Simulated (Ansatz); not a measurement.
# CHFO (formyl fluoride) at B2PLYP/STO-3G

What is the vertical ionisation energy of CHFO (formyl fluoride) at B2PLYP/STO-3G? 

Program for the calculation: Ansatz 0.2.0.

73 further runs of the same task are left out: 73 set aside as unsound or not needed.

### Step 1. Starting point

The species is CHFO (4 atoms), meant as a singlet with charge 0. SMILES: `O=CF`. The shape is that of a GFN2-xTB optimisation.

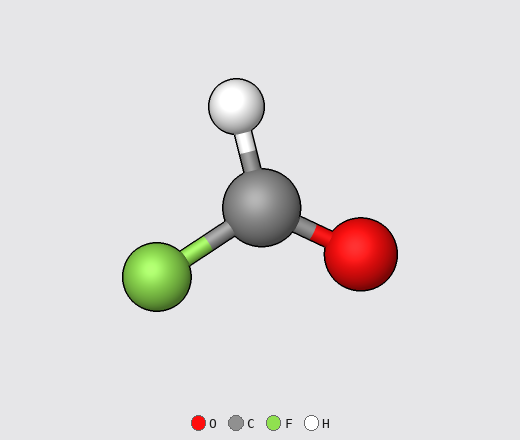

Viewed from a chosen angle; oxygen red, carbon grey, fluorine green, hydrogen white.

### Step 2. The energy at B2PLYP/STO-3G

molecule.yaml

```yaml
crystal:
  periodic: [false, false, false]
  atoms:
    - symbol: O
      position_ang: [-0.889680, 0.196020, 0.829980]
    - symbol: C
      position_ang: [-0.049740, 0.073340, 0.022930]
    - symbol: F
      position_ang: [0.584370, -1.090860, -0.181350]
    - symbol: H
      position_ang: [0.355050, 0.821510, -0.671560]
basis:
  gaussian:
    orbitals: STO-3G
hamiltonian:
  xc: {name: B2PLYP}
correlation:
  frozen_orbitals: {C: 1, F: 1, H: 0, O: 1}
accuracy: high
```

On the command line:

```console
$ ansatz run molecule.yaml --threads 1 --pin off --max-ram 2610MiB --events-out events.jsonl --progress --plain --runs-dir runs
```

What it wrote:

```text
Warning: RAYON_NUM_THREADS=1 ignored (pool sized by the plan → 1); use --threads N
Functional definition: B2PLYP
  name "B2PLYP"
  parameter a = 0.53
  parameter c = 0.27
  exchange = (1 - a)*b88_x + a*exact_x
  correlation = (1 - c)*lyp_c + c*(mp2_os + mp2_ss)
273 factors; integrals over basis functions are off by at most 3.4e-8 eV
mean field evaluation 1: about -5723.2308 eV, gradient 3.4e1 eV
mean field evaluation 2: about -5723.2567 eV, gradient 3.4e1 eV
mean field evaluation 4: about -5726.6600 eV, gradient 4.7e0 eV
mean field evaluation 8: about -5726.7356 eV, gradient 3.7e-2 eV
mean field evaluation 16: about -5726.7356 eV, gradient 5.0e-7 eV
mean field -5726.73562452 eV, -210.4536524803 hartree, gradient 1.4e-8 eV, S^2 0.000000; 0 other end points of the search recorded, 0 dependent functions left out
3 core orbitals not correlated: weight in the atoms' cores, before any rotation towards them, 1.000 or more for the frozen orbitals, at most 0.000 for the correlated occupied ones
reference -5726.73563605 eV, -210.4536529040 hartree; 9, 9 occupied and 4, 4 virtual orbitals, 273 factors
second order -5.00962468 eV of doubles, -0.00000000 eV of singles
Total energy: -5728.08823471 eV, -210.5033599881 hartree
```

Wall time 1 s (1 thread of Arm Neoverse V1, shared host).

### Step 3. The doublet cation, same level

job.yaml

```yaml
crystal:
  periodic: [false, false, false]
  atoms:
    - symbol: O
      position_ang: [-0.889680, 0.196020, 0.829980]
    - symbol: C
      position_ang: [-0.049740, 0.073340, 0.022930]
    - symbol: F
      position_ang: [0.584370, -1.090860, -0.181350]
    - symbol: H
      position_ang: [0.355050, 0.821510, -0.671560]
basis:
  gaussian: {orbitals: STO-3G}
total_charge: 1
magnetization: {spin_polarized: true, initial_magnetization: 1}
correlation: {frozen_orbitals: {C: 1, F: 1, H: 0, O: 1}}
accuracy: high
hamiltonian: {xc: {name: B2PLYP}}
```

On the command line:

```console
$ ansatz run job.yaml --threads 1 --pin off --max-ram 2610MiB --events-out events.jsonl --progress --plain --runs-dir runs
```

What it wrote, shortened:

```text
Warning: RAYON_NUM_THREADS=1 ignored (pool sized by the plan → 1); use --threads N
Functional definition: B2PLYP
  name "B2PLYP"
[...]
273 factors; integrals over basis functions are off by at most 3.4e-8 eV
[...]
mean field -5717.37692914 eV, -210.1097267685 hartree, gradient 3.3e-8 eV, S^2 0.767364; 0 other end points of the search recorded, 0 dependent functions left out
3 core orbitals not correlated: weight in the atoms' cores, before any rotation towards them, 1.000 or more for the frozen orbitals, at most 0.000 for the correlated occupied ones
reference -5717.37694093 eV, -210.1097272019 hartree; 9, 8 occupied and 4, 5 virtual orbitals, 273 factors
second order -4.73214238 eV of doubles, -0.00000000 eV of singles
Total energy: -5718.65461937 eV, -210.1566810186 hartree
```

Run time: 1.6 s. Hardware: 1 thread of Arm Neoverse V1, shared host; peak memory 0.12 GiB.

### Step 4. Results

At B2PLYP/STO-3G, 3 core orbitals frozen:

| quantity | value |
| --- | --- |
| singlet CHFO: total energy | -210.50336 Eh |
| doublet cation: total energy | -210.15668 Eh |
| doublet cation: ⟨S²⟩ | 0.767 |
| vertical ionisation energy (to the doublet cation) | 9.434 eV |

What this shows: Removing an electron at fixed nuclei costs 9.43 eV (910 kJ/mol). In a minimal basis such a difference can be off by several eV, whatever the method.
